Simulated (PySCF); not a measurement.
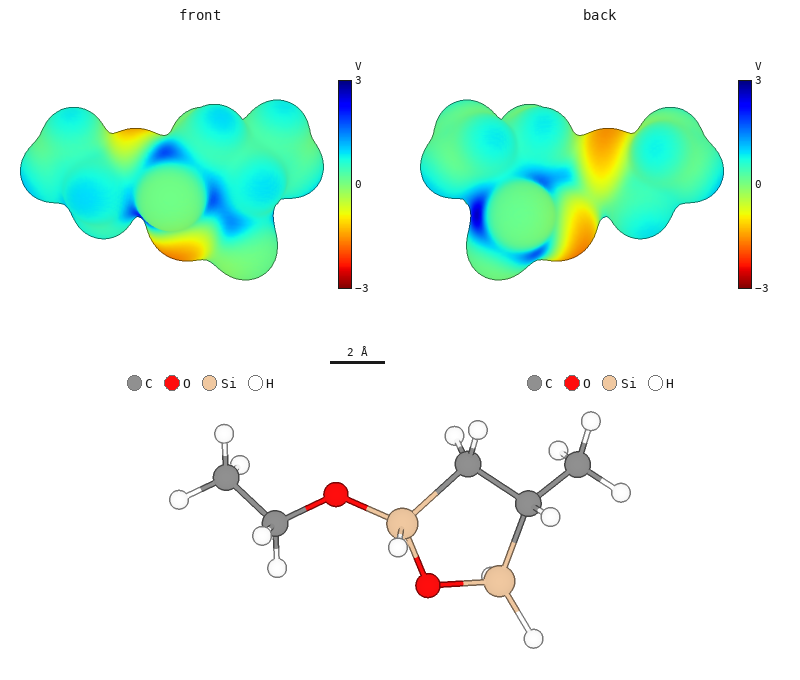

*C5H14O2Si2. The electrostatic potential painted on the density surface at 0.004 e/bohr³, seen from the front and from behind; the colour scale runs from red (negative) to blue (positive). The bare structure is drawn below in the same view.*

Geometry: GFN2-xTB.

These are results of PySCF, PBE0/pcSseg-1, SCF density, gas phase, non-relativistic, not measurements.

```xyz
23

C     3.8921    0.7011    0.8590
C     2.9434   -0.4260    0.4831
O     1.7371    0.1156    0.0116
Si    0.4461   -0.6791   -0.5323
C    -0.8928    0.6018   -0.9073
C    -2.2354   -0.0533   -0.5451
C    -3.3373    0.9813   -0.3387
Si   -1.8948   -1.2242    0.9286
O    -0.3160   -1.5446    0.6372
H     3.4407    1.3247    1.6257
H     4.0985    1.3175   -0.0118
H     4.8249    0.2908    1.2355
H     3.3838   -1.0518   -0.3019
H     2.7379   -1.0633    1.3503
H     0.7588   -1.6565   -1.5727
H    -0.7409    1.4835   -0.2810
H    -0.9028    0.9493   -1.9394
H    -2.5288   -0.6816   -1.3957
H    -4.2896    0.4936   -0.1397
H    -3.1041    1.6274    0.5052
H    -3.4518    1.6070   -1.2237
H    -2.5864   -2.5055    0.8508
H    -1.9870   -0.5809    2.2367
```

Where is the surface potential most negative and most positive?

The most negative region (about −1.6 V, or −37 kcal/mol for a unit charge) lies over O9, the most positive (about +2.2 V, or +51 kcal/mol for a unit charge) over Si8. O9 is the likeliest acceptor of a hydrogen bond.

How polar is the molecule by this calculation?

Its dipole moment is 0.64 D.
